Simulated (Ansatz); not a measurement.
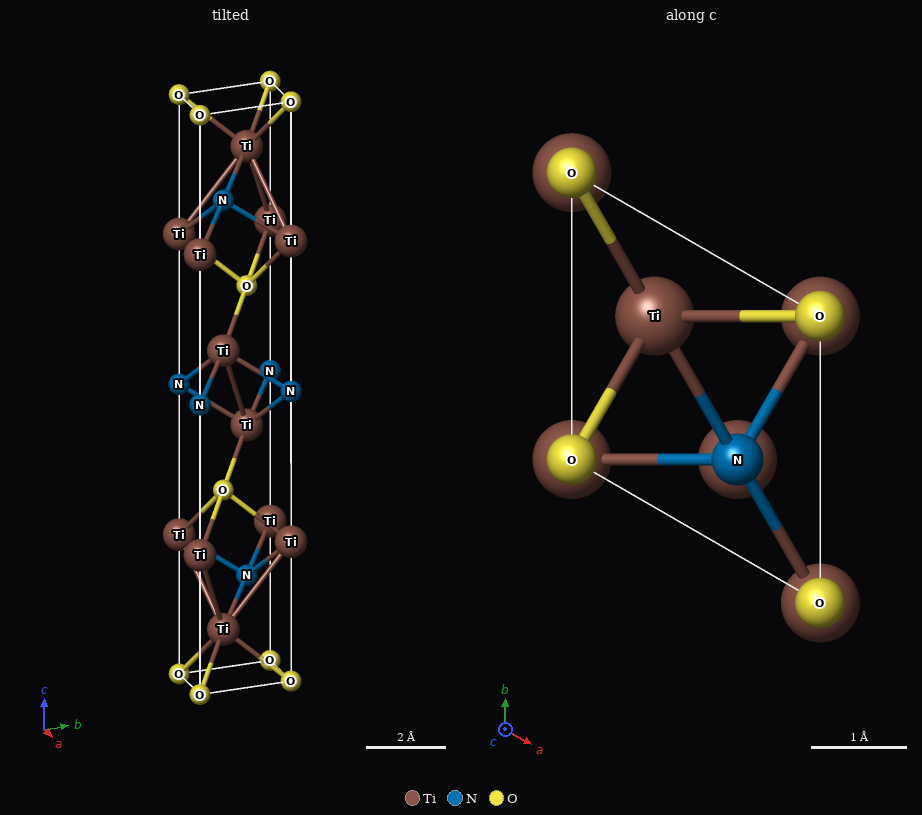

Ball-and-stick drawing of the structure, looking slightly off an axis and along the c axis. The conventional unit cell is drawn as a box.

Ti$_{2}$NO, space group R-3m (No. 166), a = 3.020 Å, b = 3.020 Å, c = 14.936 Å, α = 90.00°, β = 90.00°, γ = 120.00°. Starting structure: a structure type filled with these elements by a generator (whether the compound takes this form wasn't checked). Earlier steps of the study may have refined or changed the cell and positions. Ansatz was used for an electronic-structure calculation on it.

This one geometry was computed with Ansatz (DFT, plane waves, PAW) at three levels of theory: PBE, PBEsol and r2SCAN.

Q: Which level gives the highest pressure at this volume, and what does that say about its equilibrium volume?

A: Highest: PBE (0.0 GPa), which points to the largest equilibrium volume. Lowest, with the smallest volume: PBEsol (-8.5 GPa). Levels within 0.5 GPa of each other can't be told apart.

Q: How does the band gap change with the level of theory?

A: All levels give a metal.

Q: Collect the results in a table.

A:
| level | cutoff (eV) | k-mesh of the run's cell | gap (eV) | pressure (GPa) |
| --- | --- | --- | --- | --- |
| PBE | 420 | 18×18×18 | metal | 0.0 |
| PBEsol | 420 | 18×18×18 | metal | -8.5 |
| r2SCAN | 500 | 18×18×18 | metal | -3.7 |

Gaps are taken on the k-mesh or band path of each run.
